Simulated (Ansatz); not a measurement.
Y₂AsN (space group P4/mmm, No. 123): the end point of a relaxation with DFT PBEsol, scalar-relativistic, plane waves, PAW in Ansatz 0.2.0; the starting structure was generated, so it need not be a known form of this composition.

```xyz
4
Lattice="3.7883 0.0000 0.0000 0.0000 3.7883 0.0000 0.0000 0.0000 5.3959" Properties=species:S:1:pos:R:3 pbc="T T T"
Y     0.0000    0.0000    0.0000
Y     1.8941    1.8941    2.6980
As    1.8941    1.8941    0.0000
N     0.0000    0.0000    2.6980
```

Bonds are taken as As–Y below 3 Å and N–Y below 3 Å. Simplification: prune 0- and 1-connected atoms, fold 2-connected ones into links.

What net does this leave?

The result is a uninodal 6-connected, three-periodic net: Y, As and N are 6-connected nodes. It is the pcu net, known from NaCl, ReO3 and the B-X framework of perovskite. It is a single net, without interpenetration.

| node | links | point symbol | coordination sequence |
| --- | --- | --- | --- |
| Y, As and N | 6 | 4¹²·6³ | 6 18 38 66 102 146 198 258 326 402 |

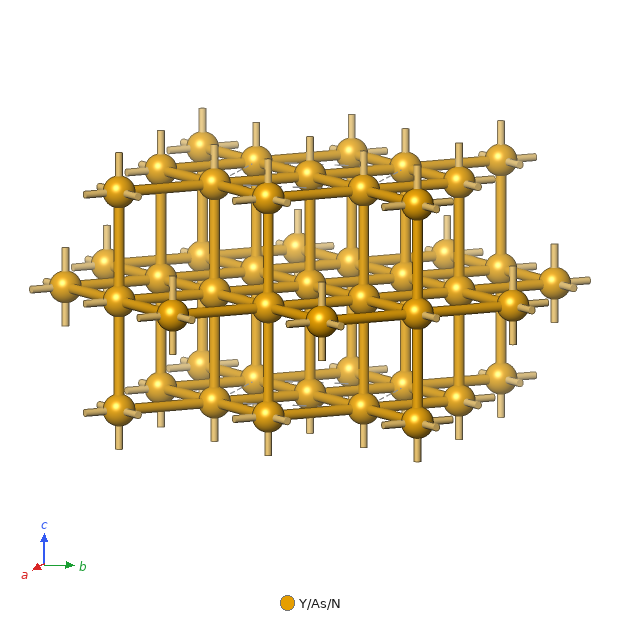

Nodes are coloured by topological kind. Edges to nodes outside the piece are drawn as stubs.
